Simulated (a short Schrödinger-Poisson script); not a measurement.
Structure: gated Al0.4Ga0.6N/GaN polarisation-induced gas, at 300 K.

| layer | material | thickness (nm) | Na (cm⁻³) |
|---|---|---|---|
| 1 | Al0.4Ga0.6N | 15 | - |
| 2 | GaN | 6000 | 2e15 |

Constants are typed, rounded textbook-type inputs, not results; the design itself was drawn at random and stands for no fabricated device. Al0.4Ga0.6N: permittivity 9.26, conduction-band edge (eV) 0.58, gap (eV) 4.258, electron mass (mₑ) 0.248, Nv at 300 K (cm⁻³) 4.6e19. GaN: permittivity 9.5, conduction-band edge (eV) 0, gap (eV) 3.43, Nv at 300 K (cm⁻³) 4.6e19.

Channel valleys (confinement mass, in-plane density-of-states mass, number): Γ 0.2, 0.2, 1. At the gate the conduction-band edge of layer 1 lies 1.56 eV − eVg above the Fermi level of the channel; the field vanishes at the back. Sheet of polarisation charge: +2e13 e/cm² at 15 nm from the gate. The barrier under the gate holds no holes. Gaps are held at their typed values at every temperature. Mesh 0.08 nm at interfaces.

Solved with a short Schrödinger-Poisson script written for these runs: 1D Poisson equation in equilibrium, electrons quantum, Hartree (BenDaniel-Duke, 40 states a valley, the channel's in-plane mass for all, wave functions free to enter the barrier), parabolic valleys, classical holes, full ionisation, no traps, pinning or gate leakage.

Only gate voltages with over 1e8 electrons/cm² are shown.

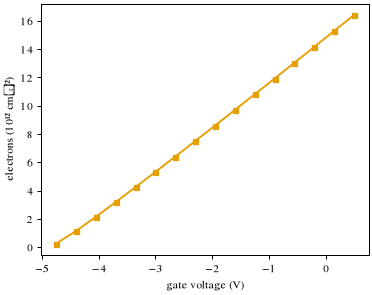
Figure. Sheet density against gate voltage

```csv
Vg (V),electrons (cm⁻²),in the channel layer,C (μF/cm²),Γ E0 (meV),Γ E1 (meV)
0.5,1.64e13,1.51e13,0.518,-169.9,-6.6
0.15,1.53e13,1.42e13,0.516,-158.8,-2.7
-0.2,1.42e13,1.32e13,0.514,-147.5,1.2
-0.55,1.30e13,1.23e13,0.513,-136.2,5.1
-0.9,1.19e13,1.13e13,0.511,-124.7,9.0
-1.25,1.08e13,1.03e13,0.509,-113.1,13.0
-1.6,9.70e12,9.30e12,0.507,-101.4,17.1
-1.95,8.59e12,8.29e12,0.504,-89.5,21.2
-2.3,7.50e12,7.26e12,0.502,-77.4,25.6
-2.65,6.40e12,6.24e12,0.499,-65.0,30.1
-3,5.32e12,5.20e12,0.495,-52.1,34.9
-3.35,4.24e12,4.17e12,0.489,-38.5,40.1
-3.7,3.18e12,3.14e12,0.482,-23.5,46.2
-4.05,2.14e12,2.12e12,0.470,-6.0,53.9
-4.4,1.14e12,1.13e12,0.445,17.5,66.1
-4.75,2.45e11,2.44e11,0.345,65.0,99.5
```

Subbands count from the Fermi level.
